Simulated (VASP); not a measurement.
Band structure of FeAl (relaxed from the wurtzite structure, space group P6_3/mmc). Method: PBEsol GGA, VASP's PBE PAW potentials (set 64) (plane waves; VASP).

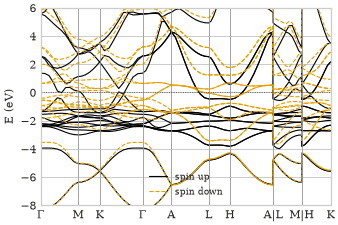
Bands along high-symmetry lines, zero at the valence-band maximum or, without a gap, the Fermi level

**Question.** Read the plot: is there a gap, and where are the band edges?

**Answer.** It has no gap at this level: it comes out as a metal or semimetal. (Edges off the drawn lines would not show.)

The structure was generated: FeAl was put into the wurtzite type (P6_3mc), which need not be its known phase. It was relaxed first, which changed the volume by -31 %. The relaxed cell has space group P6_3/mmc.
